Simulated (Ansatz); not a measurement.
## A correction line for wB97M-V/def2-TZVPP: vertical ionisation energy

The vertical ionisation energy (cation less neutral) in eV of 8 molecular compounds of Ta: x at wB97M-V/def2-TZVPP, y at CCSD(T)/def2-TZVPP. Shapes, held fixed at every level: PBE0-D4/def2-TZVP. Flexible molecules stand in one conformer, not always the lowest. Programs: Ansatz 0.2.0.

| molecule | x (eV) | y (eV) |
| --- | --- | --- |
| C2H10NO4Ta (SMILES C[N](C)[Ta]([OH])([OH])([OH])[OH]) | 8.56 | 8.61 |
| C2H7ClFN2Ta (SMILES C[N](C)[Ta](=[NH])([F])[Cl]) | 9.19 | 9.23 |
| Ta(NH2)2(OH)S | 9.25 | 9.34 |
| Ta(NH2)(OH)2S | 9.43 | 9.52 |
| Ta(CH3)(NH2)ClS | 9.49 | ? |
| Ta(NH2)(OH)FO | 10.68 | 10.56 |
| Ta(OH)5 | 11.11 | 11.24 |
| Ta(OH)4F | 11.57 | 11.64 |

Fit y = c + s·x to the known rows and predict y for Ta(CH3)(NH2)ClS.


1. Means of the 7 rows: x = 9.9700, y = 10.020.
2. Σ(Δx)² = 7.7702, Σ(Δx·Δy) = 7.7301, so the slope is 7.7301/7.7702 = 0.99484.
3. Intercept: 10.020 − (0.99484) × 9.9700 = 0.101. The largest residual of the fit is 0.17.
4. Ta(CH3)(NH2)ClS: 0.101 + 0.99484 × 9.49 = 9.54 eV.

CCSD(T)/def2-TZVPP gives 9.57 eV, so the prediction is off by -0.03 eV, within the largest residual. Uncorrected, wB97M-V/def2-TZVPP misses it by -0.08 eV, and the other rows by 0.08 on average. The line removes about 60 % of this miss. Left out in turn, the other rows are missed by 0.07 eV on average, hardly better than no correction. Cations run unrestricted. For atoms past krypton def2 sets carry core potentials with scalar relativity. Outer-core shells of Ta are correlated, in sets that cover them unevenly.

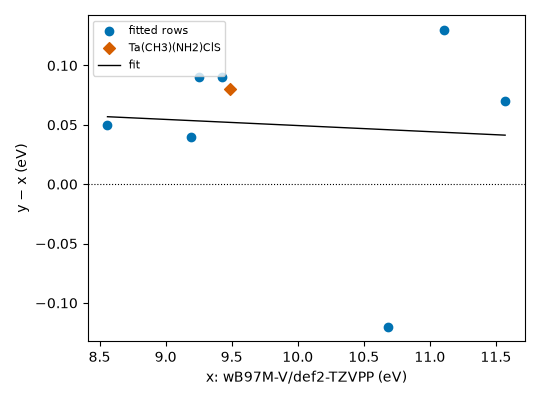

The correction y − x against x, with the fitted line and the withheld molecule.
